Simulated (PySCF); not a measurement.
# C6H18BN: geometry, NMR shifts, electronic excitations and core binding energies, part 2 of 2

PySCF 2.14.0. Atoms count from 0. The steps go on from the part before.

## Step 6: Core holes by ΔSCF: SCAN, X2C

The job: settings as JSON, then the geometry in Å.

```
{"job": {"kind": "xps"}, "charge": 0, "multiplicity": 1}
B     -0.139744    -0.524925    -1.854206
N      0.145365     0.118452    -0.366004
C     -0.441985    -0.736399     0.702406
C     -1.948262    -0.871372     0.668129
C     -0.449469     1.485299    -0.373707
C     -0.331263     2.292914     0.904739
C      1.615327     0.238444    -0.142651
C      2.419673    -1.034516    -0.296879
H     -1.310985    -0.293685    -2.122968
H      0.624967     0.061547    -2.614413
H      0.085143    -1.726089    -1.782978
H     -0.110445    -0.344945     1.679986
H      0.010621    -1.727467     0.576570
H     -2.466206     0.074825     0.883765
H     -2.254154    -1.594728     1.438083
H     -2.286394    -1.240232    -0.309058
H      0.028098     2.006860    -1.215395
H     -1.501215     1.361410    -0.658246
H      0.709435     2.506169     1.188394
H     -0.828380     1.808607     1.758707
H     -0.828140     3.261899     0.749751
H      1.772758     0.655778     0.865984
H      1.967715     0.982593    -0.870985
H      2.138644    -1.806966     0.433287
H      3.479582    -0.794596    -0.124949
H      2.313209    -1.453286    -1.304927
```

With the program's defaults for keys left out, this is: delta-SCF UKS SCAN, pcX-2 on the ionised atom, pcseg-1 elsewhere, spin-free X2C.

What it wrote:

```text
ground state, core basis on atom 0 (B), 233 functions
  cycle   1  E = -318.84529380  |g| = 6.31e-01
  cycle   2  E = -318.79880211  |g| = 7.56e-01
  cycle   3  E = -318.96399068  |g| = 6.95e-02
  cycle   4  E = -318.96465682  |g| = 3.59e-02
  cycle   5  E = -318.96489590  |g| = 1.46e-02
  cycle   6  E = -318.96493352  |g| = 6.17e-03
  cycle   7  E = -318.96494267  |g| = 1.72e-03
  cycle   8  E = -318.96494358  |g| = 2.18e-04
  E(ground) = -318.98645685 Eh
hole in B 1s of atom 0
  cycle   1  E = -311.44229520  |g| = 1.18e+00
  cycle   2  E = -310.84427071  |g| = 1.49e+00
  cycle   3  E = -311.83090138  |g| = 2.53e-01
  cycle   4  E = -311.85935222  |g| = 1.10e-01
  cycle   5  E = -311.86452002  |g| = 3.98e-02
  cycle   6  E = -311.86516401  |g| = 1.50e-02
  cycle   7  E = -311.86525303  |g| = 7.52e-03
  cycle   8  E = -311.86528398  |g| = 2.00e-03
  cycle   9  E = -311.86528922  |g| = 1.15e-03
  cycle  10  E = -311.86529078  |g| = 4.64e-04
  E(ion) = -311.88759496 Eh   <S^2> = 0.7736   hole on atom = 1.000   binding energy = 193.170 eV
ground state, core basis on atom 1 (N), 233 functions
  cycle   1  E = -318.98428300  |g| = 7.25e-02
  cycle   2  E = -318.98428577  |g| = 1.12e-02
  cycle   3  E = -318.98427068  |g| = 1.35e-02
  cycle   4  E = -318.98431582  |g| = 1.08e-03
  cycle   5  E = -318.98431525  |g| = 4.07e-04
  E(ground) = -319.00212751 Eh
hole in N 1s of atom 1
  cycle   1  E = -303.32742953  |g| = 1.88e+00
  cycle   2  E = -301.72879375  |g| = 2.63e+00
  cycle   3  E = -303.94086985  |g| = 5.24e-01
  cycle   4  E = -304.03342493  |g| = 2.08e-01
  cycle   5  E = -304.05401313  |g| = 7.12e-02
  cycle   6  E = -304.05612691  |g| = 8.36e-03
  cycle   7  E = -304.05615766  |g| = 4.44e-03
  cycle   8  E = -304.05616960  |g| = 1.55e-03
  cycle   9  E = -304.05617091  |g| = 5.78e-04
  cycle  10  E = -304.05617132  |g| = 1.89e-04
  E(ion) = -304.07255030 Eh   <S^2> = 0.7689   hole on atom = 1.000   binding energy = 406.254 eV
ground state, core basis on atom 2 (C), 233 functions
  cycle   1  E = -318.97319108  |g| = 5.66e-02
  cycle   2  E = -318.97318331  |g| = 1.22e-02
  cycle   3  E = -318.97316148  |g| = 1.59e-02
  cycle   4  E = -318.97321761  |g| = 2.19e-03
  cycle   5  E = -318.97321916  |g| = 4.18e-04
  E(ground) = -318.99252062 Eh
hole in C 1s of atom 2
  cycle   1  E = -307.68451967  |g| = 1.51e+00
  cycle   2  E = -305.70867221  |g| = 2.46e+00
  cycle   3  E = -308.10860250  |g| = 5.45e-01
  cycle   4  E = -308.19873158  |g| = 3.69e-01
  cycle   5  E = -308.24948778  |g| = 1.18e-01
  cycle   6  E = -308.25505230  |g| = 3.21e-02
  cycle   7  E = -308.25562545  |g| = 7.24e-03
  cycle   8  E = -308.25566476  |g| = 3.72e-03
  cycle   9  E = -308.25567487  |g| = 1.95e-03
  cycle  10  E = -308.25567885  |g| = 8.81e-04
  cycle  11  E = -308.25567962  |g| = 2.76e-04
  E(ion) = -308.27389291 Eh   <S^2> = 0.7725   hole on atom = 1.000   binding energy = 291.669 eV
ground state, core basis on atom 3 (C), 233 functions
  cycle   1  E = -318.97147793  |g| = 5.85e-02
  cycle   2  E = -318.97141901  |g| = 2.50e-02
  cycle   3  E = -318.97146641  |g| = 2.08e-02
  cycle   4  E = -318.97156993  |g| = 1.11e-03
  cycle   5  E = -318.97157095  |g| = 3.07e-04
  E(ground) = -318.99170265 Eh
hole in C 1s of atom 3
  cycle   1  E = -307.72646294  |g| = 1.51e+00
  cycle   2  E = -307.07839523  |g| = 1.79e+00
  cycle   3  E = -308.24051149  |g| = 3.27e-01
  cycle   4  E = -308.27707930  |g| = 1.39e-01
  cycle   5  E = -308.28523716  |g| = 5.81e-02
  cycle   6  E = -308.28659481  |g| = 1.61e-02
  cycle   7  E = -308.28669624  |g| = 6.90e-03
  cycle   8  E = -308.28672108  |g| = 1.78e-03
  cycle   9  E = -308.28672409  |g| = 8.79e-04
  cycle  10  E = -308.28672377  |g| = 4.08e-04
  E(ion) = -308.30567016 Eh   <S^2> = 0.7671   hole on atom = 1.000   binding energy = 290.782 eV
```

Wall time 93 s (1 thread, shared host).

The holes in one table. −ε is the ground-state orbital energy:

```csv
hole,stands for,environment,ΔSCF (eV),−ε (eV),⟨S²⟩
B1s on B0,B0,"boron bonded to N, 3 H",193.17,177.8,0.774
N1s on N1,N1,donor nitrogen of a Lewis adduct,406.25,387.9,0.769
C1s on C2,"C2, C4, C6",sp3 CH2 bonded to N,291.67,274.8,0.773
C1s on C3,"C3, C5, C7",methyl carbon,290.78,273.6,0.767
```

Each hole run stands for the others of its class of like atoms.

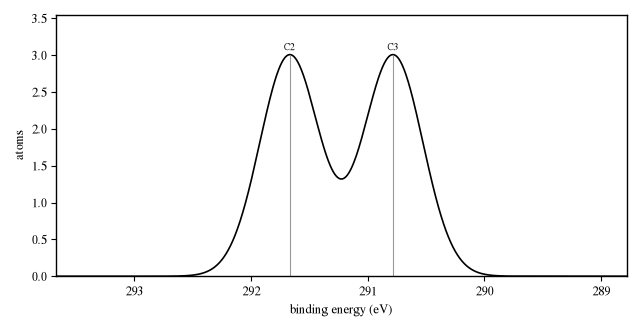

The C1s photoelectron lines, weighted by the number of atoms. Lines are broadened to a width of 0.60 eV (Gaussian).

## Step 7: Side by side: NMR shifts

Shifts (ppm), means over like atoms, with basis size and wall time (the measured row can stand on another reference than the computed rows):

```csv
run,C2,C3,H11,H8,H13,B0,N1,functions,time
PBE0/pcSseg-1,54.5,9.8,2.53,1.94,1.17,-15.5,68.7,226,45 s
KT2/pcSseg-1,55.9,10.3,2.68,2.06,1.19,-16.1,76.1,226,60 s
measured,–,–,–,–,–,-14.0,–,–,–
```

Measured: solution, CDCl3; H. S. Rzepa et al., J. Org. Chem. 2018, An accessible method for DFT calculation of 11B NMR shifts.

## Step 8: What came out

What follows sums up all 2 parts.

| quantity | value |
| --- | --- |
| point group | C1 |
| rotational constants (main isotopes) | 2.16, 1.64, 1.32 GHz |
| 13C shifts against TMS (PBE0/pcSseg-1, means over atoms taken as alike) | 54.5, 9.8 ppm |
| 1H shifts against TMS (PBE0/pcSseg-1, means over atoms taken as alike) | 2.53, 1.94, 1.17 ppm |
| 11B shifts against BF3·OEt2 (PBE0/pcSseg-1) | -15.5 ppm |
| 15N shifts against NH3 (PBE0/pcSseg-1) | 68.7 ppm |
| measured, and computed on the same scale | B0 δ -14.0, -15.5 ppm |
| lowest singlet (CAM-B3LYP/def2-SVPD) | 7.64 eV (162 nm), f = 0.040 |
| brightest single state of those computed | state 2, 7.75 eV, f = 0.053 |
| lowest triplet | 7.47 eV |
| vertical ionisation energy (ΔSCF) | 9.81 eV |
| C1s binding energies, SCAN/pcX-2 | C2 291.67, C3 290.78 eV |
| B1s binding energies, SCAN/pcX-2 | B0 193.17 eV |
| N1s binding energies, SCAN/pcX-2 | N1 406.25 eV |
| range of the shift of N1 | 68.7 to 76.1 ppm |

**Reading.** Over 8 steps the energy fell by 0.099 eV; of the close pairs, B0–H9 changed most, 1.193 to 1.227 Å. No frequency check was run at this level, so the end point may be a saddle. The most deshielded hydrogen is H11, H12, H16, H17, H21, H22 (mean) (hydrogen on an sp3 CH2 bonded to N), at 2.53 ppm: its carbon carries N, which withdraws density. At PBE0/pcSseg-1: The widest tensor belongs to C2, C4, C6: span 67 ppm, with a paramagnetic part of -120 ppm. The one measured 11B shift is missed by -1.5 ppm (computed less measured, unscaled). Vibration, temperature and solvent are missing from the calculation, and it holds one conformer, so part of the miss against the measured shifts is not the functional's. The lowest singlet, at 7.64 eV, is HOMO→LUMO 0.61, HOMO→LUMO+3 0.25 and is weak; of the 10 states computed, the strongest absorption comes from state 2 at 7.75 eV. The lowest triplet lies 0.17 eV below the lowest singlet (triplets in Tamm-Dancoff, singlets in full TDDFT). ΔSCF puts the ionisation energy at 9.81 eV, 0.91 eV above −ε(HOMO). C2 (sp3 CH2 bonded to N) binds its C1s electron 0.89 eV more tightly than C3 (methyl carbon). In ppm, N1 moves most: its shift spreads over 7.4 ppm, from 68.7 (PBE0/pcSseg-1) to 76.1 (KT2/pcSseg-1).
